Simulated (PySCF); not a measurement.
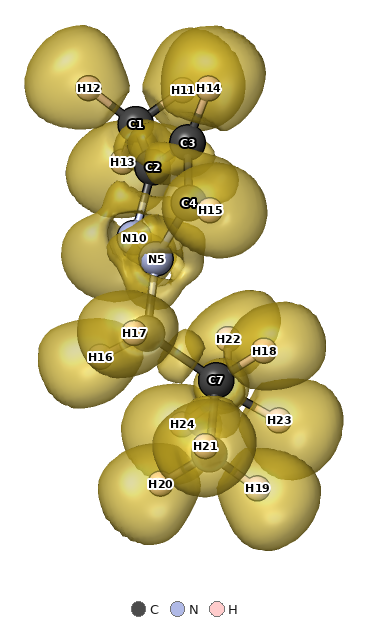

Figure 1: C$_{8}$H$_{14}$N$_{2}$ (SMILES Cc1ccn(CC(C)C)n1). Isosurface of the electron localisation function at 0.75 (yellow), seen at an oblique angle. Core shells and regions of very low density are left out.

Geometry: GFN2-xTB.

Level of theory: PBE0/pcSseg-1, SCF density, gas phase, non-relativistic (PySCF 2.14.0).

```xyz
24

C     3.3811   -1.6668    0.1243
C     2.3960   -0.5531    0.0889
C     2.5413    0.7476    0.6054
C     1.3599    1.3799    0.2999
N     0.5945    0.4872   -0.3582
C    -0.7462    0.6770   -0.8337
C    -1.7922    0.4442    0.2698
C    -3.1618    0.9193   -0.2067
C    -1.8286   -1.0308    0.6557
N     1.2110   -0.6860   -0.4843
H     3.8449   -1.7330    1.1065
H     4.1668   -1.5002   -0.6126
H     2.8817   -2.6032   -0.1070
H     3.3876    1.1534    1.1210
H     1.0213    2.3789    0.4916
H    -0.9077   -0.0337   -1.6472
H    -0.8355    1.6958   -1.2229
H    -1.4990    1.0332    1.1468
H    -3.9126    0.7297    0.5564
H    -3.4522    0.3916   -1.1125
H    -3.1505    1.9865   -0.4179
H    -0.8353   -1.3786    0.9272
H    -2.4957   -1.1891    1.4995
H    -2.1805   -1.6300   -0.1811
```

Q: Describe the localisation domains.

A: The ELF exceeds this value in six regions between bonded C–C atoms (shared pairs), 14 regions around hydrogen nuclei and two regions on N in which the atom's valence shell and bonds are merged. Profiles from the grid: C–N (1.32 Å): the ELF peaks at about 0.90 between the atoms (localised, covalent bonding). N–N (1.33 Å): the ELF peaks at about 0.90 between the atoms: localised, covalent bonding.
